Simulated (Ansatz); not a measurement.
# Nudged elastic band of AlH$_{2}$F

The run: nudged elastic band of AlH$_{2}$F. Method and program: RKS B3LYP-D4/def2-TZVP (Ansatz 0.2.0).

It belongs to a series of runs on one base structure; here: band between the two ends. Figures and captions count atoms from 1; the log counts them from 0 in places.

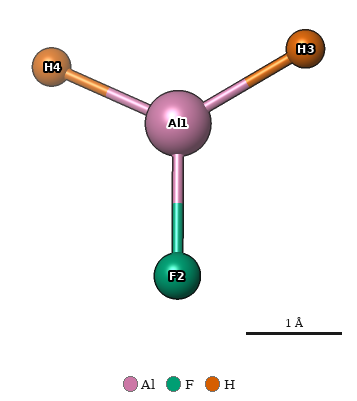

Fig. 1: The structure as given in the input (ball-and-stick view, seen at a tilt; atoms are numbered from 1 in the order of the input). Sticks mark near contacts.

**Summary**

```tsv
quantity	value
outcome	converged
barrier, forward	3.467 eV
barrier, backward	0.469 eV
hardware	1 thread of Arm Neoverse V2, 24 GiB of memory available, shared host
wall time	44 s
peak memory	0.12 GiB
```

**Notes**

The order of the saddle point was not checked.

**Input**
```yaml
crystal:
  periodic: [false, false, false]
  atoms:
    - { symbol: Al, position_ang: [0.401529, 0.0, 0.174626] }
    - { symbol: F, position_ang: [0.44737, 0.0, 1.829319] }
    - { symbol: H, position_ang: [1.780577, 0.0, -0.575792] }
    - { symbol: H, position_ang: [-1.017377, 0.0, -0.497351] }
basis:
  gaussian: { orbitals: def2-TZVP }
hamiltonian:
  xc: b3lyp
  dispersion: d4
neb:
  order_check: false
  images: 5
  f_tol: 0.05
  max_iterations: 60
  final_atoms:
    - { symbol: Al, position_ang: [-0.04501162, 0.0, -0.94403494] }
    - { symbol: F, position_ang: [1.30892219, 0.0, 1.47053709] }
    - { symbol: H, position_ang: [1.94207277, 0.0, 0.78399239] }
    - { symbol: H, position_ang: [-1.59388434, 0.0, -0.37969253] }
  initial_path:
    images:
      - { positions_ang: [[0.401529, 0.0, 0.174626], [0.44737, 0.0, 1.829319], [1.780577, 0.0, -0.575792], [-1.017377, 0.0, -0.497351]] }
      - { positions_ang: [[0.26757487, 0.0, 0.11661014], [0.70685646, 0.0, 1.69915346], [1.76673566, 0.0, -0.29423282], [-1.129068, 0.0, -0.59072878]] }
      - { positions_ang: [[0.13362075, 0.0, 0.05859428], [0.96634292, 0.0, 1.56898792], [1.75289433, 0.0, -0.01267363], [-1.240759, 0.0, -0.68410656]] }
      - { positions_ang: [[-0.00033338, 0.0, 0.00057841], [1.22582938, 0.0, 1.43882238], [1.73905299, 0.0, 0.26888555], [-1.35245, 0.0, -0.77748434]] }
      - { positions_ang: [[-0.01522612, 0.0, -0.3142927], [1.25352699, 0.0, 1.44939395], [1.80672625, 0.0, 0.44058783], [-1.43292811, 0.0, -0.64488707]] }
      - { positions_ang: [[-0.03011887, 0.0, -0.62916382], [1.28122459, 0.0, 1.45996552], [1.87439951, 0.0, 0.61229011], [-1.51340622, 0.0, -0.5122898]] }
      - { positions_ang: [[-0.04501162, 0.0, -0.94403494], [1.30892219, 0.0, 1.47053709], [1.94207277, 0.0, 0.78399239], [-1.59388434, 0.0, -0.37969253]] }
```

Launch command:
```bash
ansatz run input.yaml --threads 1 --pin off --max-ram 2048MiB --backend cpu --events-out ev --progress --plain --runs-dir out
```

**Output**
```
Engine: ansatz 0.2.0, aarch64-unknown-linux-gnu
Functional definition: B3LYP
  parameter a0 = 0.2
  parameter ax = 0.72
  parameter ac = 0.81
  exchange = (1 - a0 - ax)*slater_x + ax*b88_x + a0*exact_x
  correlation = (1 - ac)*vwn_rpa_c + ac*lyp_c
503 factors; their error is unknown
mean field evaluation 1: about -9347.6476 eV, gradient 4.1e1 eV
mean field evaluation 2: about -9340.9493 eV, gradient 8.0e1 eV
mean field evaluation 4: about -9350.1378 eV, gradient 6.9e-1 eV
mean field evaluation 8: about -9350.1556 eV, gradient 6.7e-2 eV
mean field -9350.15560296 eV, -343.6118806455 hartree, gradient 2.0e-5 eV, S^2 0.000000; 0 other end points of the search recorded, 0 dependent functions left out
the calculation of the forces begins
reference -9350.15581931 eV, -343.6118885964 hartree; 12, 12 occupied and 68, 68 virtual orbitals, 503 factors
503 factors; their error is unknown
mean field evaluation 16: about -9345.1308 eV, gradient 3.4e1 eV
mean field -9347.14560716 eV, -343.5012653404 hartree, gradient 2.3e-5 eV, S^2 0.000000; 0 other end points of the search recorded, 0 dependent functions left out
[... from here on the field's lines of each further geometry are left out, up to the last ...]
NEB iter   1: max|band force component| = 3.598e0 eV/Å  barrier→ = 4.0262 eV  barrier← = 1.0284 eV  Δτ_max = 0.1989 Å  (179 SCF iters)
NEB iter   2: max|band force component| = 1.883e0 eV/Å  barrier→ = 3.5588 eV  barrier← = 0.5610 eV  Δτ_max = 0.1913 Å  (151 SCF iters)
NEB iter   3: max|band force component| = 9.207e-1 eV/Å  barrier→ = 3.5110 eV  barrier← = 0.5132 eV  Δτ_max = 0.1845 Å  (145 SCF iters)
NEB iter   4: max|band force component| = 5.850e-1 eV/Å  barrier→ = 3.4554 eV  barrier← = 0.4576 eV  Δτ_max = 0.0573 Å  (151 SCF iters)
NEB iter   5: max|band force component| = 7.312e-1 eV/Å  barrier→ = 3.4319 eV  barrier← = 0.4341 eV  CI = image 4  Δτ_max = 0.0581 Å  (141 SCF iters)
NEB iter   6: max|band force component| = 2.910e-1 eV/Å  barrier→ = 3.4692 eV  barrier← = 0.4714 eV  CI = image 4  Δτ_max = 0.0233 Å  (142 SCF iters)
NEB iter   7: max|band force component| = 8.558e-2 eV/Å  barrier→ = 3.4669 eV  barrier← = 0.4691 eV  CI = image 4  Δτ_max = 0.0078 Å  (142 SCF iters)
the calculation of the forces begins
reference -9347.07415226 eV, -343.4986394212 hartree; 12, 12 occupied and 68, 68 virtual orbitals, 503 factors
503 factors; their error is unknown
mean field -9346.69008472 eV, -343.4845251993 hartree, gradient 4.5e-5 eV, S^2 0.000000; 1 other end points of the search recorded, 0 dependent functions left out
the calculation of the forces begins
reference -9346.69028756 eV, -343.4845326536 hartree; 12, 12 occupied and 68, 68 virtual orbitals, 503 factors
NEB iter   8: max|band force component| = 5.576e-3 eV/Å  barrier→ = 3.4667 eV  barrier← = 0.4689 eV  CI = image 4  Δτ_max = 0.0000 Å  (258 SCF iters)
```

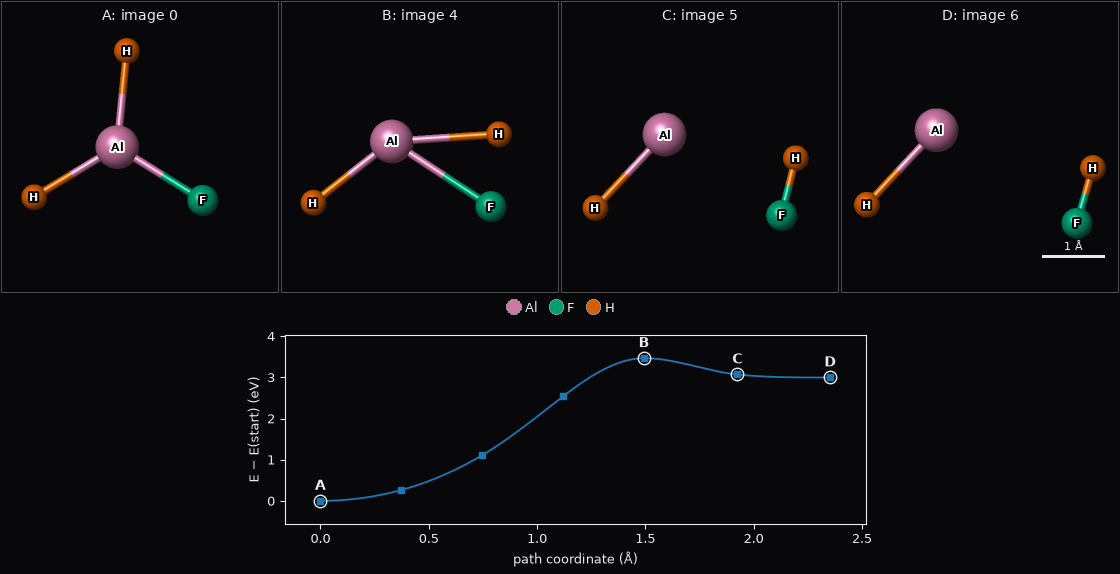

Fig. 2: Images of the last band (counted from 0; ball-and-stick, seen on its broad side) above the energy along the path; the line is a cubic interpolation that uses the forces. The highest image is number 4, 3.467 eV above the start and 0.469 eV above the end (the climbing image); the end lies 2.998 eV above the start. The path is 2.35 Å long. The band converged in 8 iterations.

```
Total energy: -9346.74217963 eV, -343.4864396522 hartree
Atom 0 at     0.244826     0.000000    -0.468368 Å, force    -0.000012    -0.000000    -0.002132 eV/Å
Atom 1 at     0.982158     0.000000     1.335619 Å, force    -0.000432    -0.000000     0.005122 eV/Å
Atom 2 at     1.745014    -0.000000     0.430686 Å, force    -0.002301     0.000000    -0.003590 eV/Å
Atom 3 at    -1.359898    -0.000000    -0.367135 Å, force     0.002746     0.000000     0.000600 eV/Å
Dipole moment:    -0.050120     0.000000    -0.188055 e Å
this run last wrote the band of iteration 8 to [file]
```

**The last band as extended XYZ (Å, eV, eV/Å)**
```
4
Properties=species:S:1:pos:R:3:forces:R:3 image=0 energy=-9350.20864
Al    0.4015    0.0000    0.1746   -0.0010   0.0000   0.0009
F     0.4474    0.0000    1.8293    0.0009   0.0000   0.0008
H     1.7806    0.0000   -0.5758   -0.0007   0.0000  -0.0003
H    -1.0174    0.0000   -0.4974    0.0008   0.0000  -0.0013
4
Properties=species:S:1:pos:R:3:forces:R:3 image=1 energy=-9349.94360
Al    0.3481    0.0000    0.0469    0.1503   0.0000   0.5629
F     0.5609    0.0000    1.6821   -0.5123   0.0000   0.5996
H     1.8630    0.0000   -0.3351   -0.0521   0.0000  -0.9626
H    -1.1599    0.0000   -0.4630    0.4142   0.0000  -0.2000
4
Properties=species:S:1:pos:R:3:forces:R:3 image=2 energy=-9349.09817
Al    0.3151    0.0000   -0.0997    0.2584   0.0000   1.4678
F     0.6704    0.0000    1.5321   -1.2724   0.0000   1.0185
H     1.8819    0.0000   -0.0617    0.4346   0.0000  -2.0794
H    -1.2554    0.0000   -0.4400    0.5794   0.0000  -0.4070
4
Properties=species:S:1:pos:R:3:forces:R:3 image=3 energy=-9347.66663
Al    0.2916    0.0000   -0.2754    0.4667   0.0000   2.1195
F     0.8051    0.0000    1.4166   -1.8744   0.0000   0.8507
H     1.8306    0.0000    0.2053    0.9500   0.0000  -2.5394
H    -1.3153    0.0000   -0.4156    0.4577   0.0000  -0.4309
4
Properties=species:S:1:pos:R:3:forces:R:3 image=4 energy=-9346.74198
Al    0.2448    0.0000   -0.4684    0.0000   0.0000  -0.0021
F     0.9822    0.0000    1.3356   -0.0004   0.0000   0.0051
H     1.7450    0.0000    0.4307   -0.0023   0.0000  -0.0036
H    -1.3599    0.0000   -0.3671    0.0027   0.0000   0.0006
4
Properties=species:S:1:pos:R:3:forces:R:3 image=5 energy=-9347.13794
Al    0.1262    0.0000   -0.7685   -0.1560   0.0000  -0.4264
F     1.1308    0.0000    1.3438    0.1915   0.0000   0.0199
H     1.7863    0.0000    0.6476    0.0551   0.0000   0.3271
H    -1.4312    0.0000   -0.2921   -0.0905   0.0000   0.0794
4
Properties=species:S:1:pos:R:3:forces:R:3 image=6 energy=-9347.21086
Al   -0.0450    0.0000   -0.9440   -0.0059   0.0000  -0.0054
F     1.3089    0.0000    1.4705   -0.0136   0.0000  -0.0034
H     1.9421    0.0000    0.7840    0.0055   0.0000   0.0008
H    -1.5939    0.0000   -0.3797    0.0140   0.0000   0.0080
```
